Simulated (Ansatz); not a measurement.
## Map of one atom of the cell for CuI (zinc blende)

CuI (zinc blende)

```yaml
crystal:
  lattice:
    - [0.00000, 6.07934, 6.07934]
    - [3.03967, 0.00000, 3.03967]
    - [3.03967, 3.03967, 0.00000]
  atoms:
    - { symbol: I, position: [0.37500, 0.75000, 0.75000] }
    - { symbol: I, position: [0.87500, 0.75000, 0.75000] }
    - { symbol: Cu, position: [0.00000, 0.00000, 0.00000] }
    - { symbol: Cu, position: [0.50000, 0.00000, 0.00000] }
```

In this cell atom 2 (I, nearest neighbour Cu at 2.632 Å; its periodic images, 4.3 Å or more away, move with it) is moved by u·(0.707, 0.707, 0.000) + v·(0.000, 0.000, 1.000); the rest is frozen.

These are PBE (plane waves to 420 eV, PAW, scalar-relativistic; Ansatz, a quantum-chemistry and plane-wave program) values and carry that method's errors. k mesh 4×8×8 (Γ-centred), Fermi-Dirac smearing 0.05 eV. The energy includes the smearing's −TS. Points where atoms come too close for the PAW data are left out (x in tables, blank in figures). Fu and Fv are the components of the force on the atom. CuI is run without spin polarisation. CuI was relaxed with its symmetry unable to fall. Spin-orbit coupling is left out, though I is heavy. ΔE is measured from the undisplaced structure. Axes are in Å.

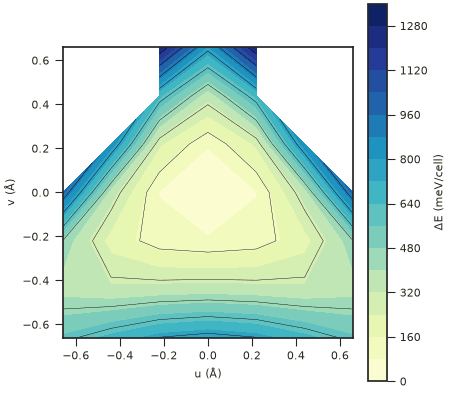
Figure: ΔE (meV/cell) over the 7×7 grid of computed points.

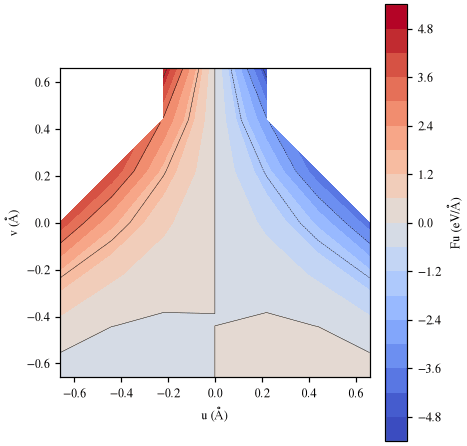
Fig. 1. Fu (eV/Å) over the 7×7 grid of computed points.

Lowest place on the grid: u = 0.000 Å, v = 0.000 Å (0 meV/cell).

(A displaced cell: forces are minus the slopes of the energy, force constants its curvatures, and phonons follow from these.)
